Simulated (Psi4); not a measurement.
# A workflow on As2 (SMILES [As]#[As])

Aim: a geometry optimisation (singlet As2, PBE-D3(BJ)/6-311G**), then a single-point energy (doublet [As2]+, UPBE-D3(BJ)/6-311G**), then a structure relaxation (doublet [As2]+, UPBE-D3(BJ)/6-311G**), then the energy (singlet As2, PBE-D3(BJ)/6-311G**) of As2. 

The calculation is run with Psi4 1.11.

## 1. The molecule

As2: 2 atoms, total charge 0, spin state singlet. As SMILES, `[As]#[As]`. The shape comes from GFN2-xTB, which is rough for such elements, and wasn't checked as a minimum. The run starts from this shape.

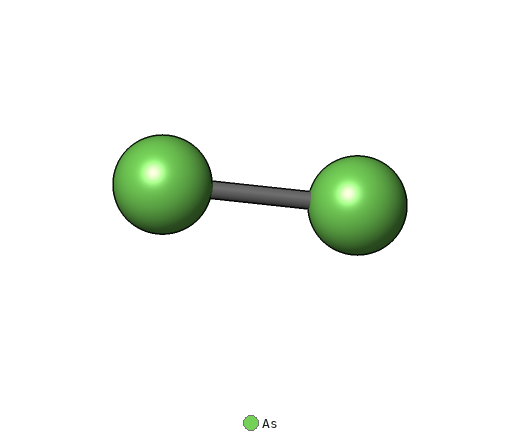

The structure, seen from a chosen angle (arsenic green).

## 2. A structure relaxation at PBE-D3(BJ)/6-311G(d,p) (density fitting) (run 1)

Contents of job.py:

```python
import psi4

psi4.set_memory(1600000000)
psi4.set_num_threads(1)
psi4.core.set_output_file('output.dat', False)

m = psi4.geometry("""
0 1
As     0.000000     0.000000     0.000000
As     0.000000     0.000000     2.093970
""")

psi4.set_options({
    'basis': '6-311G**',
    'reference': 'rks',
})

result = psi4.optimize('pbe-d3bj2b', molecule=m)
print(f'pbe-d3bj2b energy: {result:.10f} Eh')
print(m.to_string(dtype='xyz', units='Angstrom'))
```

Run with:

```sh
$ python job.py
```

output.dat:

```text
[...]
  Running in d2h symmetry.
[...]
  Nuclear repulsion =  275.206417675339139
[...]
  Multiplicity = 1
[...]
  Nalpha       = 33
  Nbeta        = 33
[...]
    Number of basis functions: 88
[...]
   @DF-RKS iter   1: -4468.17376645162767   -3.22068e+00   1.35186e-01 ADIIS
[...]
   @DF-RKS iter   7: -4471.02913529458692   -2.72848e-12   2.16095e-10 DIIS
[...]
  @DF-RKS Final Energy: -4471.02913529458692
   => Energetics <=
    Nuclear Repulsion Energy =            271.0626954991544153
    One-Electron Energy =               -6769.3229209870660270
    Two-Electron Energy =                2192.6281855376132626
    DFT Exchange-Correlation Energy =    -165.3955259676085063
    Empirical Dispersion Energy =          -0.0015693766803872
    VV10 Nonlocal Energy =                  0.0000000000000000
    Total Energy =                      -4471.0291352945869221
[...]
 Multipole Moments:
 ------------------------------------------------------------------------------------
     Multipole            Electronic (a.u.)      Nuclear  (a.u.)        Total (a.u.)
 ------------------------------------------------------------------------------------
 L = 1.  Multiply by 2.5417464519 to convert [e a0] to [Debye]
 Dipole X            :          0.0000000            0.0000000            0.0000000
 Dipole Y            :          0.0000000            0.0000000            0.0000000
 Dipole Z            :          0.0000000            0.0000000            0.0000000
 Magnitude           :                                                    0.0000000
[...]
  -Total Gradient:
     Atom            X                  Y                   Z
    ------   -----------------  -----------------  -----------------
       1        0.000000000000     0.000000000000    -0.000101832609
       2        0.000000000000    -0.000000000000     0.000101832609
[...]
```

On the terminal:

```text
Some dependencies such as QCElemental have not yet finished migration to pydantic v2. If issues are encountered please downgrade pydantic or upgrade QCElemental as appropriate
Optimizer: Optimization complete!
pbe-d3bj2b energy: -4471.0291352946 Eh
2
0 1 As2
As                    0.000000000000     0.000000000000    -1.062990208517
As                    0.000000000000     0.000000000000     1.062990208517
```

Wall time 6.3 s (1 thread of Intel Xeon 6975P-C (Granite Rapids), shared host); peak memory 0.33 GiB.

Step by step:

```
step  energy from the first frame kept (eV)  largest force (eV/Å)
   0                                 0.0000                0.8760
   1                                -0.0136                0.0789
   2                                -0.0137                0.0052
```

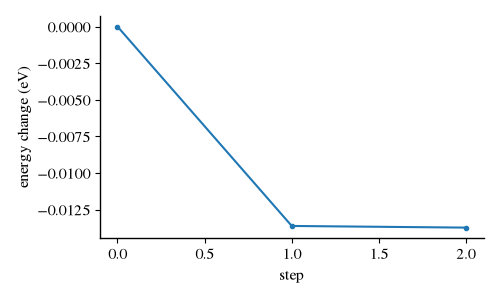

Energy along the run.

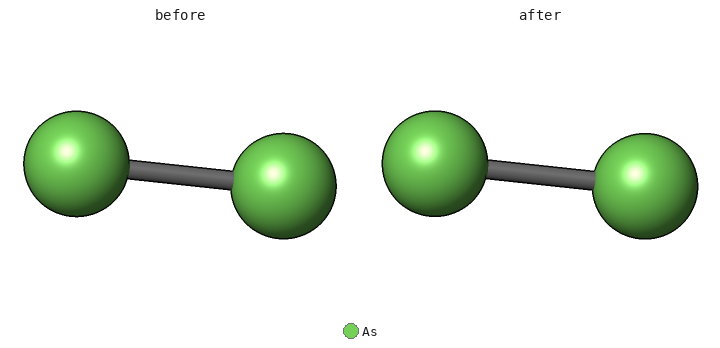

Before and after, at one scale.

After the run. Bond lengths: As1–As2 2.126 Å.

## 3. The doublet cation: the energy at UPBE-D3(BJ)/6-311G(d,p) (density fitting) (run 2)

Contents of calc.inp:

```
memory 1.6 GB

molecule {
  1 2
  As     0.000000     0.000000    -0.016005
  As     0.000000     0.000000     2.109975
}

set globals {
  basis     6-311G**
  reference uks
}

e, wfn = energy("pbe-d3bj", return_wfn=True)
```

Run with:

```sh
$ psi4 -n 1 calc.inp calc.out
```

calc.out:

```text
[...]
  Running in d2h symmetry.
[...]
  Nuclear repulsion =  271.062748671027009
[...]
  Multiplicity = 2
[...]
  Nalpha       = 33
  Nbeta        = 32
[...]
    Number of basis functions: 88
[...]
   @DF-UKS iter   1: -4468.08751383807157   -3.17732e+00   1.32402e-01 ADIIS
[...]
   @DF-UKS iter   8: -4470.67293626169248   -9.42964e-09   2.27215e-07 DIIS
[...]
   @S^2 Observed:                7.514175426E-01
[...]
  @DF-UKS Final Energy: -4470.67293626169248
   => Energetics <=
    Nuclear Repulsion Energy =            271.0627486710270091
    One-Electron Energy =               -6751.3239230149320065
    Two-Electron Energy =                2174.7425202277645440
    DFT Exchange-Correlation Energy =    -165.1527127688547694
    Empirical Dispersion Energy =          -0.0015693766973184
    VV10 Nonlocal Energy =                  0.0000000000000000
    Total Energy =                      -4470.6729362616924845
[...]
 Multipole Moments:
 ------------------------------------------------------------------------------------
     Multipole            Electronic (a.u.)      Nuclear  (a.u.)        Total (a.u.)
 ------------------------------------------------------------------------------------
 L = 1.  Multiply by 2.5417464519 to convert [e a0] to [Debye]
 Dipole X            :          0.0000000            0.0000000            0.0000000
 Dipole Y            :          0.0000000            0.0000000            0.0000000
 Dipole Z            :          0.0000000            0.0000000            0.0000000
 Magnitude           :                                                    0.0000000
[...]
```

Wall time 3.6 s (1 thread of Intel Xeon 6975P-C (Granite Rapids), shared host); peak memory 0.31 GiB.

## 4. The doublet cation: a structure relaxation at UPBE-D3(BJ)/6-311G(d,p) (density fitting) (run 3)

Contents of calc.inp:

```
memory 1600 mb

molecule geom {
  1 2
  As     0.000000     0.000000    -0.016005
  As     0.000000     0.000000     2.109975
  symmetry c1
}

set globals {
  basis 6-311G**
  reference uks
}

e_tot = optimize('pbe-d3bj2b')
```

Run with:

```sh
$ psi4 -n 1 calc.inp calc.out
```

calc.out:

```text
[...]
  Running in c1 symmetry.
[...]
  Nuclear repulsion =  271.062748671027009
[...]
  Multiplicity = 2
[...]
  Nalpha       = 33
  Nbeta        = 32
[...]
    Number of basis functions: 88
[...]
   @DF-UKS iter   1: -4468.08751383785875   -3.17732e+00   5.42481e-02 DIIS/ADIIS
[...]
   @DF-UKS iter   7: -4470.67722591019538   -2.72848e-12   1.03979e-09 DIIS
[...]
   @S^2 Observed:                7.513891586E-01
[...]
  @DF-UKS Final Energy: -4470.67722591019538
   => Energetics <=
    Nuclear Repulsion Energy =            258.5852472639656980
    One-Electron Energy =               -6726.4825475301531696
    Two-Electron Energy =                2162.3376570151895066
    DFT Exchange-Correlation Energy =    -165.1160180092293785
    Empirical Dispersion Energy =          -0.0015646499677344
    VV10 Nonlocal Energy =                  0.0000000000000000
    Total Energy =                      -4470.6772259101953750
[...]
  -Total Gradient:
     Atom            X                  Y                   Z
    ------   -----------------  -----------------  -----------------
       1        0.000000000001    -0.000000000002    -0.000080052747
       2       -0.000000000000     0.000000000000     0.000080052695
[...]
    Final optimized geometry and variables:
    Molecular point group: c1
    Full point group: D_inf_h
    Geometry (in Angstrom), charge = 1, multiplicity = 2:
    AS           0.000000000000     0.000000000000    -1.114282404965
    AS           0.000000000000     0.000000000000     1.114282404965
    Psi4 run time: 0:00:06.23
[...]
```

The script printed:

```text
Optimizer: Optimization complete!
```

Run time: 7.2 s. Hardware: 1 thread of Intel Xeon 6975P-C (Granite Rapids), shared host; peak memory 0.35 GiB.

Step by step:

```
step  energy from the first frame kept (eV)  largest force (eV/Å)
   0                                 0.0000                2.4467
   1                                -0.1167                0.0213
   2                                -0.1167                0.0041
```

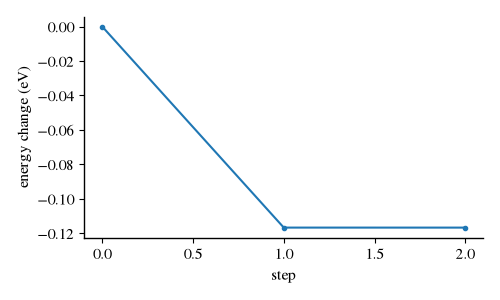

Energy along the run.

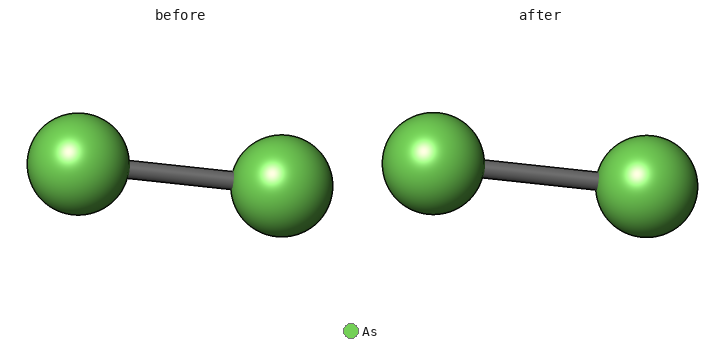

Before and after, at one scale.

After the run. Bond lengths: As1–As2 2.229 Å.

## 5. The energy at PBE-D3(BJ)/6-311G(d,p) (density fitting) (run 4)

Contents of as2.py:

```python
import psi4

psi4.set_memory(1600000000)
psi4.set_num_threads(1)
psi4.core.set_output_file('as2.out', False)

m = psi4.geometry("""
0 1
As     0.00000000     0.00000000    -0.12717290
As     0.00000000     0.00000000     4.08420271
units au
""")

psi4.set_options(dict(basis='6-311G**'))

e, wfn = psi4.energy('pbe-d3(bj)', return_wfn=True)
print(f'pbe-d3(bj) energy: {e:.10f} Eh')
```

Run with:

```sh
$ python as2.py
```

as2.out:

```text
[...]
  Running in d2h symmetry.
[...]
  Nuclear repulsion =  258.585341429566824
[...]
  Multiplicity = 1
[...]
  Nalpha       = 33
  Nbeta        = 33
[...]
    Number of basis functions: 88
[...]
   @DF-RKS iter   1: -4468.18890031800856   -3.39626e+00   1.35016e-01 ADIIS
[...]
   @DF-RKS iter   8: -4471.02481426377199   -2.41353e-08   3.17218e-07 DIIS
[...]
  @DF-RKS Final Energy: -4471.02481426377199
   => Energetics <=
    Nuclear Repulsion Energy =            258.5853414295668244
    One-Electron Energy =               -6744.2150282992542998
    Two-Electron Energy =                2179.9635998025833032
    DFT Exchange-Correlation Energy =    -165.3571625466585147
    Empirical Dispersion Energy =          -0.0015646500098547
    VV10 Nonlocal Energy =                  0.0000000000000000
    Total Energy =                      -4471.0248142637719866
[...]
 Multipole Moments:
 ------------------------------------------------------------------------------------
     Multipole            Electronic (a.u.)      Nuclear  (a.u.)        Total (a.u.)
 ------------------------------------------------------------------------------------
 L = 1.  Multiply by 2.5417464519 to convert [e a0] to [Debye]
 Dipole X            :          0.0000000            0.0000000            0.0000000
 Dipole Y            :          0.0000000            0.0000000            0.0000000
 Dipole Z            :          0.0000000            0.0000000            0.0000000
 Magnitude           :                                                    0.0000000
[...]
```

Standard output:

```text
pbe-d3(bj) energy: -4471.0248142638 Eh
```

Run time: 3 s. Hardware: 1 thread of Intel Xeon 6975P-C (Granite Rapids), shared host; peak memory 0.3 GiB.

## 6. What came out

```
                                                               quantity           value
                    run 1, PBE-D3(BJ)/6-311G**: total energy at the end  -4471.02914 Eh
                              run 1, PBE-D3(BJ)/6-311G**: dipole moment          0.00 D
                                run 1, PBE-D3(BJ)/6-311G**: HOMO energy        -6.49 eV
                                run 1, PBE-D3(BJ)/6-311G**: LUMO energy        -3.44 eV
                              run 1, PBE-D3(BJ)/6-311G**: HOMO–LUMO gap         3.06 eV
                                run 1, PBE-D3(BJ)/6-311G**: bond length         2.126 Å
                          run 1, PBE-D3(BJ)/6-311G**: dispersion energy    -4.12 kJ/mol
                                    doublet cation, run 2: total energy  -4470.67294 Eh
              doublet cation, run 2: HOMO energy (highest over α and β)       -13.03 eV
               doublet cation, run 2: LUMO energy (lowest over α and β)       -12.90 eV
                               doublet cation, run 2: dispersion energy    -4.12 kJ/mol
                                            doublet cation, run 2: ⟨S²⟩           0.751
                         doublet cation, run 3: total energy at the end  -4470.67723 Eh
              doublet cation, run 3: HOMO energy (highest over α and β)       -12.74 eV
               doublet cation, run 3: LUMO energy (lowest over α and β)       -12.61 eV
                                     doublet cation, run 3: bond length         2.229 Å
                               doublet cation, run 3: dispersion energy    -4.11 kJ/mol
                                            doublet cation, run 3: ⟨S²⟩           0.751
                               run 4, PBE-D3(BJ)/6-311G**: total energy  -4471.02481 Eh
                                run 4, PBE-D3(BJ)/6-311G**: HOMO energy        -6.32 eV
                                run 4, PBE-D3(BJ)/6-311G**: LUMO energy        -3.66 eV
                              run 4, PBE-D3(BJ)/6-311G**: HOMO–LUMO gap         2.66 eV
                          run 4, PBE-D3(BJ)/6-311G**: dispersion energy    -4.11 kJ/mol
adiabatic ionisation energy (to the doublet cation, no zero-point term)        9.576 eV
```

What this shows: The adiabatic ionisation energy (to the doublet cation, no zero-point term) is 9.58 eV (924 kJ/mol). The optimisation (run 1, PBE-D3(BJ)/6-311G**) took 3 steps and changed the energy by -0.014 eV. The optimisation (doublet cation, run 3) took 3 steps and changed the energy by -0.117 eV.
